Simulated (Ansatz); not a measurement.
Torsion H3–B1–N2–H5 in aminoborane (SMILES BN); at each angle all else is relaxed with GFN2-xTB, and the levels are single points there.
Geometry at 180° (charge 0, multiplicity 1):
```csv
atom,x (Å),y (Å),z (Å)
B,0.6871,0.0142,-0.0027
N,-0.6895,-0.0366,0.0121
H,1.2907,-0.9886,-0.0508
H,1.2161,1.0588,0.0335
H,-1.2795,0.7779,0.0524
H,-1.2186,-0.8923,-0.0164
```
Energies count from the point at 180°.

Frozen-core correlation. CBS: X⁻³ extrapolation of the correlation energy, Hartree–Fock from the larger set.

The values were computed with Ansatz (Gaussian basis) for Hartree–Fock, density functionals and correlated methods. Values without a source in brackets are computed.

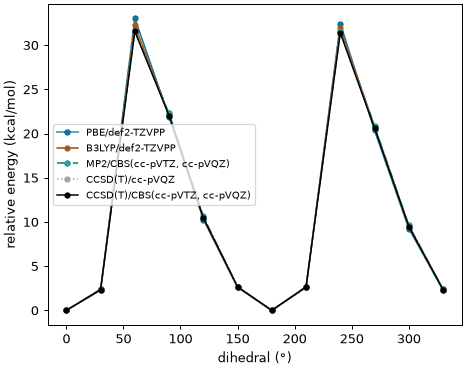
Figure. Relative energy along the coordinate

Ansatz is an electronic-structure program.
